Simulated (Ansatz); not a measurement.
## Lattice dynamics of MgTiTe3 (built on the sites of a database entry of BaTiO3)

Wanted: vibrations and spectra of MgTiTe3 (built on the sites of a database entry of BaTiO3); the cell is already relaxed.

Method: DFT PBE+D3(BJ), scalar-relativistic, plane waves, PAW, in Ansatz 0.2.0.

The structure was built from a prototype and need not be the compound's stable phase.

## (1) Starting point

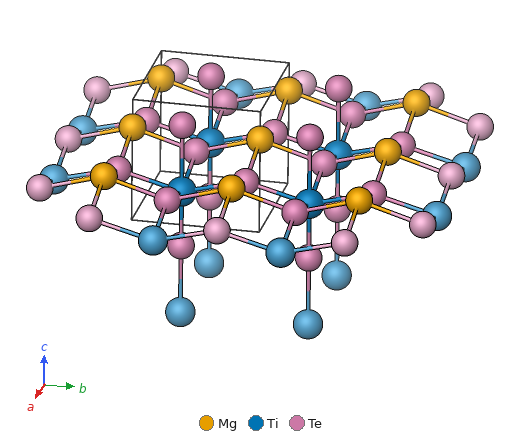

The cell as given, slightly off an axis (magnesium orange, titanium blue, tellurium pink). 2×2×1 cells are drawn. Some periodic images of atoms are drawn too.

## (2) Linear response at the zone centre

The cell comes from relaxations at this level that are not shown. The zone centre is the only wavevector solved here; it holds the modes that light can see, as far as symmetry allows. No field response is asked, since the mesh shows no gap.

Contents of input.yaml:

```yaml
crystal:
  lattice:
    - [5.4777658673, 0.0, 0.0]
    - [0.0, 5.4777658673, 0.0]
    - [0.0, 0.0, 5.4637026632]
  atoms:
    - { symbol: Mg, position: [0.0, 0.0, -0.2305991639] }
    - { symbol: Ti, position: [0.5, 0.5, 0.4898131398] }
    - { symbol: Te, position: [0.5, 0.5, 0.0402955509] }
    - { symbol: Te, position: [0.5, 0.0, 0.6217452365] }
    - { symbol: Te, position: [0.0, 0.5, 0.6217452365] }
kpoints:
  mp_grid: { grid: [8, 8, 8] }
hamiltonian:
  xc: pbe
  dispersion: d3bj
scf:
  occupations: { method: methfessel_paxton, width: 0.2 }
output:
  eigenvalues: true
phonons:
  method: dfpt
```

Launch:

```console
ansatz run input.yaml --threads 8 --pin off --max-ram 14336MiB --backend cpu --events-out ev --progress --plain --runs-dir out
```

Numbers of over 12 decimals in the logs are rounded to 6 here.

Output:

```text
zone centre: on kpoints.mp_grid the ground state, and the responses unless they are solved on pairs of k-points, stand on 125 of the mesh's 512 k-points, reduced under 4 symmetry operations, with k and −k counted as one. Each operation leaves every solved displacement unchanged or reverses it
Engine: ansatz 0.2.0, aarch64-unknown-linux-gnu
Pseudopotentials: kind: paw
Pseudopotential: Mg, paw, valence charge 10, recommended cutoff 420 eV (normal), Mg.paw.azcp
Pseudopotential: Ti, paw, valence charge 12, recommended cutoff 420 eV (normal), Ti.paw.azcp
Pseudopotential: Te, paw, valence charge 16, recommended cutoff 420 eV (normal), Te.paw.azcp
Functional definition: PBE
  parameter kappa = 0.804
  parameter beta = 0.066725
  exchange = pbe_x(kappa = kappa, mu = beta*pi^2/3)
  correlation = pbe_c(beta = beta)
Crystal: 5 atoms, lattice volume = 163.943 Å³
Basis set: ecut = 420 eV, 3191 PW (Γ), exchange–correlation on 80×80×80 points (8 copies of the dense FFT grid, shifted against one another)
Bands: 42, of which v1, the nominal top of the filled ones, is band 35 counted from 1 (34 counted from 0)
Symmetry: 8 space group operations
k-points: 125 of 512 (irreducible under 4 space group operations, time reversal used)
Non-local potential: Mg, projectors of the file, l = 0: 3, l = 1: 2, l = 2: 1
Non-local potential: Ti, projectors of the file, l = 0: 3, l = 1: 2, l = 2: 3, l = 3: 1
Non-local potential: Te, projectors of the file, l = 0: 2, l = 1: 2, l = 2: 2, l = 3: 2
PAW form: soft (Blöchl's): semilocal exchange-correlation on the pseudo side does not see the compensation charge
PAW one-centre angular grid: Mg, 110 points (default); XC on 64 Gauss nodes
PAW one-centre angular grid: Ti, 590 points (default); XC on 64 Gauss nodes
PAW one-centre angular grid: Te, 590 points (default); XC on 64 Gauss nodes
Initial density: superposition of atomic densities (neutral atoms: chi_scale 0, normalization atom), corrected by the library's trained network
Initial wavefunctions: pseudopotential atomic-orbital guess
Functional: x = pbe(κ = 0.804, μ = 0.219515), c = pbe(β = 0.066725)
SCF iter   1: F=—  HF=-25366.908500 eV  |F-HF|=—  |Δ(HF+E_count)|=         —  Δρ=4.54e-3  dr2=2.54e-2  ethr=1.77e-3  ⟨swp⟩=7.0  Hψ=20757  notcnv=0
preconditioner: auto → none  [metal: Δε(μ)=0.068 eV  Ē_g=6.356 eV  σ=0.200 eV  W_gap=0.28  n_scr=32 (ndim 8)  ℏωp=14.2 eV  f_vac=0.153  D(μ)=1.05/eV (n_scr^D=0)  sad-step TF]
SCF iter   2: F=—  HF=-25366.904446 eV  |F-HF|=—  |Δ(HF+E_count)|=   4.05e-3  S|Δr|=    0.00e0  Δρ=2.39e-3  dr2=8.47e-3  ethr=3.63e-5  ⟨swp⟩=2.2  Hψ=10260  notcnv=0
SCF iter   3: F=—  HF=-25366.918052 eV  |F-HF|=—  |Δ(HF+E_count)|=   1.36e-2  S|Δr|=    0.00e0  Δρ=7.05e-3  dr2=1.69e-1  ethr=1.21e-5  ⟨swp⟩=2.0  Hψ=9641  notcnv=0  recentre
SCF iter   4: F=—  HF=-25366.905020 eV  |F-HF|=—  |Δ(HF+E_count)|=   1.30e-2  S|Δr|=    0.00e0  Δρ=1.63e-3  dr2=8.69e-3  ethr=1.21e-5  ⟨swp⟩=2.0  Hψ=9842  notcnv=0
SCF iter   5: F=—  HF=-25366.904370 eV  |F-HF|=—  |Δ(HF+E_count)|=   6.51e-4  S|Δr|=    0.00e0  Δρ=2.99e-4  dr2=9.15e-5  ethr=1.21e-5  ⟨swp⟩=1.1  Hψ=5256  notcnv=0
SCF iter   6: F=—  HF=-25366.904442 eV  |F-HF|=—  |Δ(HF+E_count)|=   7.20e-5  S|Δr|=    0.00e0  Δρ=6.11e-5  dr2=5.82e-6  ethr=1.31e-7  ⟨swp⟩=2.7  Hψ=9805  notcnv=0
SCF iter   7: F=—  HF=-25366.904442 eV  |F-HF|=—  |Δ(HF+E_count)|=   2.86e-7  S|Δr|=    0.00e0  Δρ=1.76e-5  dr2=5.46e-7  ethr=8.31e-9  ⟨swp⟩=2.3  Hψ=8329  notcnv=0
SCF iter   8: F=—  HF=-25366.904442 eV  |F-HF|=—  |Δ(HF+E_count)|=   2.02e-7  S|Δr|=    0.00e0  Δρ=7.55e-6  dr2=1.83e-7  ethr=7.80e-10  ⟨swp⟩=2.3  Hψ=9188  notcnv=0
SCF iter   9: F=—  HF=-25366.904442 eV  |F-HF|=—  |Δ(HF+E_count)|=   1.37e-8  S|Δr|=    0.00e0  Δρ=1.18e-6  dr2=2.45e-9  ethr=2.61e-10  ⟨swp⟩=2.0  Hψ=6002  notcnv=0
SCF iter  10: F=—  HF=-25366.904442 eV  |F-HF|=—  |Δ(HF+E_count)|=   1.58e-9  S|Δr|=    0.00e0  Δρ=4.78e-7  dr2=6.59e-10  ethr=3.49e-12  ⟨swp⟩=2.0  Hψ=9380  notcnv=0
SCF iter  11: F=—  HF=-25366.904442 eV  |F-HF|=—  |Δ(HF+E_count)|=  1.46e-11  S|Δr|=    0.00e0  Δρ=1.22e-7  dr2=2.00e-11  ethr=1.00e-12  ⟨swp⟩=2.0  Hψ=6447  notcnv=0
SCF iter  12: F=-25366.904442 eV  HF=-25366.904442 eV  |F-HF|=0.00e0  |Δ(HF+E_count)|=  2.91e-11  S|Δr|=    0.00e0  Δρ=4.46e-8  dr2=2.56e-12  ethr=1.00e-12  ⟨swp⟩=8.9  Hψ=25956  notcnv=0
SCF 1 converged in 12 iterations: F = -25366.904442 eV  dr2 = 2.56e-12
  greatest PAW one-centre occupation: 1.000 electrons in one spin orbital (limit 2), on the Mg atom at site 0 (counted from 0), in its partial waves of l = 0
DFPT response loops at Γ: preconditioner auto → none (partly filled bands, converged f_vac=0.155); β = 0.50; Broyden in place of MSR1
SCF converged after 12 iterations
Stability not checked: this state was not tested for a lower state beside it, because cold or Methfessel-Paxton smearing, or corrected tetrahedra, fill the levels in a way that the test cannot read (fill_not_monotonic; see scf.lower_state_search)
Free energy (F): -25366.904442 eV
Harris-Foulkes:  -25366.904442 eV  (|F-HF|=0.00e0)
Internal energy: -25366.912487 eV  (E = F + TS)
E sigma→0 (E₀):  -25366.906453 eV
Entropy (-TS):   0.008045 eV (1.609 meV/atom)
Fermi energy:    7.057950 eV
Step filling:    the computed levels leave a gap of 0.0000 eV = 0.0 smearing widths at the electron count; against every level under it full and every level over it empty, smearing changes F+E_penalty+E_count by +2.878 meV and its σ→0 estimate by +0.867 meV
--- Per-component energies (eV) ---
  E_band       = -1447.167998
  E_kinetic    = 890.353002
  E_local      = -7856.985851  (includes V_loc(G=0)·N_el)
  E_nonlocal   = -825.154220
  E_hartree    = 4079.303202
  E_xc         = -499.148233
  E_vxc        = -471.569471  (∫ρ·V_xc dr)
  E_paw        = -15329.091560  (= ΣΔE_a)
  E_vpaw       = -1342.417441  (= ΣTr[D̂ρ^β])
  E_aug_tail   = -0.000479  (compensation charges beyond the density's cutoff)
  E_ewald      = -5824.441446
  E_disp       = -1.746901  (pairwise vdW)
  E_smearing   = 0.008045  (= −TS)
  E_closure    = 0.000000  (closes the sum)
  Σ components = -25366.904442   (vs F -25366.904442, Δ=0.00e0)
--- Band table (eV; the first three rows and the last of 125) ---
  k-point 0: bands = [... 31 lower, 5.5983, 5.7595, 6.0065, 6.0065, 6.9699, 7.4166, 8.3007, 8.3007, ... 3 higher]
  k-point 1: bands = [... 31 lower, 5.5330, 5.5409, 6.0231, 6.0231, 6.9744, 7.4975, 8.3282, 8.3282, ... 3 higher]
  k-point 2: bands = [... 31 lower, 5.2320, 5.4090, 6.0517, 6.0517, 6.9853, 7.7095, 8.3100, 8.3873, ... 3 higher]
  k-point 124: bands = [... 31 lower, 4.7115, 6.6513, 7.0220, 7.1368, 7.1368, 8.3989, 8.3989, 8.4242, ... 3 higher]
--- Phonons (Γ-DFPT): 9 representative perturbations + reference, on 125 of 512 k-points (Σ response iterations 32) ---
  k mesh reduced under 4 symmetry operations, with k and −k counted as one. Each operation leaves every solved displacement unchanged or reverses it
  ASR residual: 5.168e-5 → 0.000e0 eV/Å²; symmetrization residual: 1.042e-5 eV/Å²
  pairwise dispersion correction: d3bj (s6 = 1.0, s8 = 0.7875, a1 = 0.4289, a2_bohr = 4.4407), with the weights of each atom's references fixed at the reference crystal's, and the forces and stress that the weights' published response gives there kept as a pressure on the atom's counted neighbours (hamiltonian.dispersion)
  ASR residual per site (eV/Å²): 2.74e-5 3.92e-5 5.17e-5 3.68e-6 3.68e-6
  Γ frequencies (cm⁻¹): -41.71 -41.71 0.00 0.00 0.00 35.51 84.73 84.73 89.42 122.03 191.01 191.01 214.68 214.68 315.23
  non-analytic LO–TO correction: not included (Born effective charges unavailable; polar crystals: no LO–TO splitting at Γ)
```

It took 1.9 min on 8 threads of Arm Neoverse V2, shared host; peak memory 3 GiB.

Numbers from this step:

```
volume per atom                                         : 32.79 Å³
gap on the k-mesh                                       : 0 eV
sum-rule residual before enforcement                    : 5.17e-5 eV/Å²
point group                                             : 4mm
highest optical mode at the zone centre (no LO-TO term) : 315.2 cm⁻¹
lowest optical zone-centre mode                         : -41.71 cm⁻¹
```

Patterns of degenerate modes are one choice out of their space. Modes at Γ, with each element's share of the kinetic energy (negative means imaginary):

```
mode  frequency (cm⁻¹)  symmetry  Mg %  Ti %  Te %
   1             -41.7         E    11     9    81
   2             -41.7         E    11     9    81
   3               0.0  acoustic     5    11    84
   4               0.0  acoustic     5    11    84
   5               0.0  acoustic     5    11    84
   6              35.5        B1     0     0   100
   7              84.7         E     1    21    79
   8              84.7         E     1    21    79
   9              89.4        A1     6    14    79
  10             122.0        A1    88     0    12
  11             191.0         E     7    57    35
  12             191.0         E     7    57    35
  13             214.7         E    76     3    21
  14             214.7         E    76     3    21
  15             315.2        A1     0    75    25
```

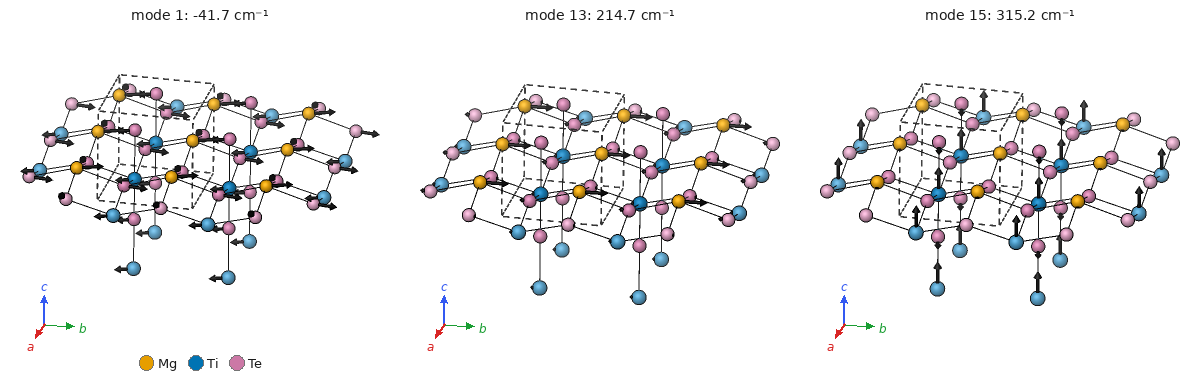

Displacement patterns of modes 1, 13 and 15 at Γ; arrows are exaggerated. 2×2×1 cells are drawn. Some periodic images of atoms are drawn too.

Before it was imposed, the acoustic sum rule was missed by 5.2e-5 eV/Å². Small misses are needed for a sound result but don't prove that mesh and cutoff are converged. The lowest optical mode is imaginary, 41.7i cm⁻¹, so the energy falls along it.

## (3) Another isotope, element Mg, natural mass 24.305 amu

An isotope changes the mass and not the force constants, so no new electronic calculation is needed; the shifts show which modes move this element.

The same force constants with the mass of Mg changed from 24.305 to 25.983 u (phonopy, no LO-TO term). Both lists are sorted by frequency; levels can cross, so a row need not hold one and the same mode. Modes under 3 cm⁻¹ are left out. Isotope shifts, by row:

```csv
q,rank,natural mass (cm⁻¹),changed mass (cm⁻¹)
0 0 0,1,-41.71,-41.55
0 0 0,2,-41.71,-41.55
0 0 0,6,35.51,35.51
0 0 0,7,84.73,84.72
0 0 0,8,84.73,84.72
0 0 0,9,89.42,89.21
0 0 0,10,122,118.5
0 0 0,11,191,190.4
0 0 0,12,191,190.4
0 0 0,13,214.7,209.5
0 0 0,14,214.7,209.5
0 0 0,15,315.2,315.2
```

A mode of this element alone would shift by -3.28 %. The highest zone-centre frequency without the field goes from 315.2 to 315.2 cm⁻¹ (-0.0 %).

## (4) Isotope substitution, element Te, natural mass 127.6 amu

The same for Te, from 127.60 to 129.91 u.

A mode of this element alone would shift by -0.89 %. The highest zone-centre frequency without the field goes from 315.2 to 314.5 cm⁻¹ (-0.2 %).

## (5) Isotope substitution, element Ti, natural mass 47.867 amu

The same for Ti, from 47.87 to 49.94 u.

The same force constants with the mass of Ti changed from 47.867 to 49.945 u (phonopy, no LO-TO term). Both lists are sorted by frequency; levels can cross, so a row need not hold one and the same mode. Modes under 3 cm⁻¹ are left out. Isotope shifts, by row:

```
    q  rank  natural mass (cm⁻¹)  changed mass (cm⁻¹)
0 0 0     1               -41.71               -41.63
0 0 0     2               -41.71               -41.63
0 0 0     6                35.51                35.51
0 0 0     7                84.73                84.36
0 0 0     8                84.73                84.36
0 0 0     9                89.42                89.14
0 0 0    10                  122                  122
0 0 0    11                  191                188.7
0 0 0    12                  191                188.7
0 0 0    13                214.7                214.6
0 0 0    14                214.7                214.6
0 0 0    15                315.2                310.3
```

A mode of this element alone would shift by -2.10 %. The highest zone-centre frequency without the field goes from 315.2 to 310.3 cm⁻¹ (-1.6 %).

## (6) What came out

```
space group (within 0.01 Å)                             : P4mm
volume per atom                                         : 32.8 Å³
electronic character                                    : no gap on this mesh
highest optical mode at the zone centre (no LO-TO term) : 315 cm⁻¹
lowest optical zone-centre mode                         : -41.7 cm⁻¹
imaginary modes at Γ (the only wavevector solved)       : yes
```

In words: A zone-centre mode is imaginary (41.7i cm⁻¹), so this structure is not a minimum of the energy. The optical modes at Γ span -42 to 315 cm⁻¹ (negative means imaginary). The dispersion is not part of this account. The highest mode in this list at Γ, 315.2 cm⁻¹, is mostly motion of Ti (75 % of the kinetic energy). With no gap, or one that is small against the smearing, the frequencies hang on the k mesh and the smearing, most of all near Kohn anomalies. A semilocal functional can close a gap that the real compound would have, so the metallic treatment may be an artefact of the level. Spin-orbit coupling is left out, which can matter for the heavy elements here. In the phonons the program treats the change of the C6 weights of the dispersion term with coordination only in part. The starting cell was built on a prototype and not taken from a measurement, so the phase need not exist. These are harmonic frequencies at zero temperature: anharmonic shifts, linewidths and thermal expansion are left out.

[Logs are printed without paths, hosts, clocks, repeated set-up lines and the standing remarks that a program may print on its own settings, such as how far it seeks lower states.]

[Hosts, paths, dates, database ids (printed as entryN), source tags and the programs' standing remarks are cut or masked in the printed files.]
